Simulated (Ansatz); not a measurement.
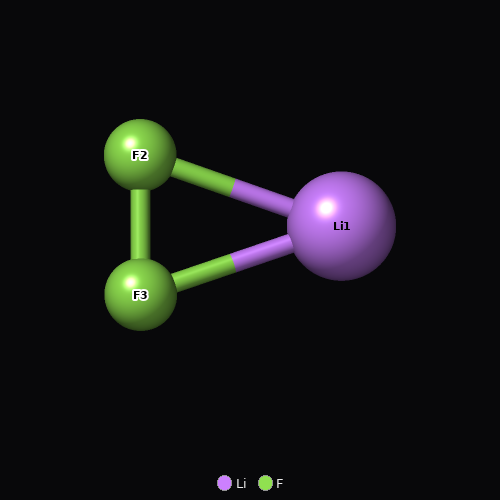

The system is F₂Li, charge +1; the picture shows the reference structure. The turn is about an axis along (−0.69, −0.72, −0.00) in the frame of the relaxed pair, normal to the line between the partners. First axis: distance F3···Li1. Second axis: turn of Li1 about F3. The grid has 15 × 15 points. At 42 points there is no value (left out of the scan, as a rule where atoms come close). Points are written as (first, second). Energies: kJ/mol, counted from the lowest grid point. The restricted reference is unstable at some or all points, so the energies there are unreliable. Level of theory: Ansatz, RHF-MP2, frozen core/def2-TZVPD.

Its coordinates:

```yaml
atoms:
  - { symbol: Li, position_ang: [0.1973, -0.1876, -1.3325] }
  - { symbol: F, position_ang: [-0.6004, 0.5707, 0.5249] }
  - { symbol: F, position_ang: [0.4031, -0.3832, 0.8076] }
```

Range: distance F3···Li1 from 1.813 to 3.213 Å; turn of Li1 about F3 from −120.0 to 120.0°.

> What landscape does the calculation give?

The lowest grid point is at (2.145 Å, 0.0°). Other grid points that lie below all their neighbours: (2.568 Å, −17.1°) (0.47 kJ/mol higher). The highest grid point, (2.145 Å, −34.3°), lies 217.2 kJ/mol above the lowest.

| turn of Li1 about F3 ↓, distance F3···Li1 → | 1.813 | 1.848 | 1.905 | 1.975 | 2.056 | 2.145 | 2.241 | 2.344 | 2.453 | 2.568 | 2.688 | 2.812 | 2.942 | 3.075 | 3.213 |
| --- | --- | --- | --- | --- | --- | --- | --- | --- | --- | --- | --- | --- | --- | --- | --- |
| 120.0 | 30.7 | 28.8 | 26.5 | 24.8 | 23.7 | 23.3 | 23.4 | 23.8 | 24.3 | 25.0 | 25.5 | 26.1 | 26.5 | 26.9 | 27.2 |
| 102.9 | 31.5 | 29.6 | 27.3 | 25.5 | 24.4 | 24.0 | 24.0 | 24.4 | 24.9 | 25.4 | 26.0 | 26.4 | 26.8 | 27.2 | 27.4 |
| 85.7 | 26.9 | 24.9 | 22.6 | 20.9 | 20.0 | 19.8 | 20.1 | 20.8 | 21.7 | 22.6 | 23.5 | 24.2 | 24.9 | 25.5 | 26.0 |
| 68.6 | 19.1 | 17.1 | 14.8 | 13.2 | 12.5 | 12.7 | 13.5 | 14.7 | 16.2 | 17.7 | 19.1 | 20.5 | 21.6 | 22.6 | 23.5 |
| 51.4 | 12.0 | 9.8 | 7.4 | 5.9 | 5.4 | 5.9 | 7.1 | 8.9 | 10.9 | 12.9 | 14.9 | 16.7 | 18.3 | 19.7 | 20.9 |
| 34.3 | 8.2 | 6.0 | 3.4 | 1.8 | 1.3 | 1.9 | 3.4 | 5.4 | 7.6 | 10.0 | 12.2 | 14.3 | 16.1 | 17.7 | 19.1 |
| 17.1 | 8.1 | 5.7 | 2.9 | 1.0 | 0.3 | 0.8 | 2.1 | 4.0 | 6.2 | 8.6 | 10.8 | 12.9 | 14.8 | 16.5 | 18.0 |
| 0.0 | 14.3 | 10.8 | 6.4 | 3.0 | 0.8 | 0.0 | 0.4 | 1.6 | 3.4 | 5.6 | 7.8 | 10.1 | 12.2 | 14.1 | 15.9 |
| −17.1 | 86.5 | 74.7 | 58.2 | 41.9 | 27.6 | 16.4 | 8.4 | 3.4 | 0.9 | 0.5 | 1.4 | 3.3 | 5.7 | 8.3 | 10.8 |
| −34.3 | – | – | – | – | – | 217.2 | 144.0 | 89.5 | 51.9 | 27.7 | 13.6 | 6.7 | 4.4 | 4.8 | 6.9 |
| −51.4 | – | – | – | – | – | – | – | – | – | 197.1 | 111.1 | 61.9 | 35.3 | 22.4 | 17.2 |
| −68.6 | – | – | – | – | – | – | – | – | – | – | – | 131.5 | 75.0 | 46.3 | 32.4 |
| −85.7 | – | – | – | – | – | – | – | – | – | – | 153.2 | 85.9 | 49.0 | 30.7 | 22.4 |
| −102.9 | – | – | – | – | – | – | – | 162.0 | 96.9 | 54.4 | 28.9 | 15.0 | 8.6 | 6.9 | 7.8 |
| −120.0 | 155.0 | 136.1 | 109.1 | 81.8 | 57.0 | 36.8 | 21.6 | 11.0 | 4.6 | 1.4 | 0.8 | 1.8 | 3.9 | 6.4 | 9.2 |

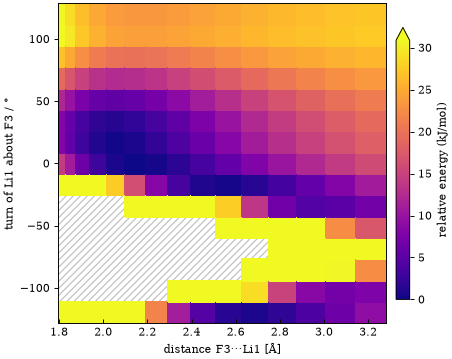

Drawn: one coloured cell a grid point, one colour for all values above the top of the scale, hatched blanks where no value was computed.

Time for the 183 points that were run: 4.8 min on 1 thread of Arm Neoverse V2, with other jobs on the host.
